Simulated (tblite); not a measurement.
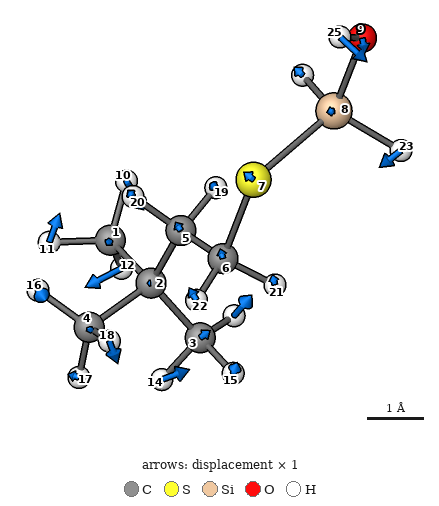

This is a relaxation of C$_{6}$H$_{16}$OSSi. The starting structure is drawn; blue arrows show the displacements, at their true length. The two geometries are superimposed by the best rigid fit.

Style: ball-and-stick. Shown from a free direction.

Computed with GFN2-xTB geometry optimisation, gas phase in tblite 0.8.0. 

### Atoms of which element are displaced furthest, and by how much?

Hydrogen: up to 0.88 Å, against 0.30 Å for oxygen.

### What happened in the run?

The energy falls by 1.324 eV in 148 geometry steps. The atom that moves furthest after the best rigid fit is an H atom (0.88 Å). Largest moves by element: H 0.88 Å, O 0.30 Å, S 0.25 Å, C 0.25 Å, Si 0.16 Å. Some distances before and after: O–Si 1.720 → 1.616 Å, C–C 1.467 → 1.541 Å, C–H 1.135 → 1.088 Å, C–C 1.482 → 1.519 Å. Among the angles between lasting bonds that change: C–S–Si 113.8° → 101.7°, C–C–C 120.1° → 110.8°, H–Si–H 106.2° → 114.0°. Groups turn about C–C by about 45°, O–Si by about 30°, C–C by about 25°. The run took 1.6 s on 1 thread of Arm Neoverse V1, on a shared host.
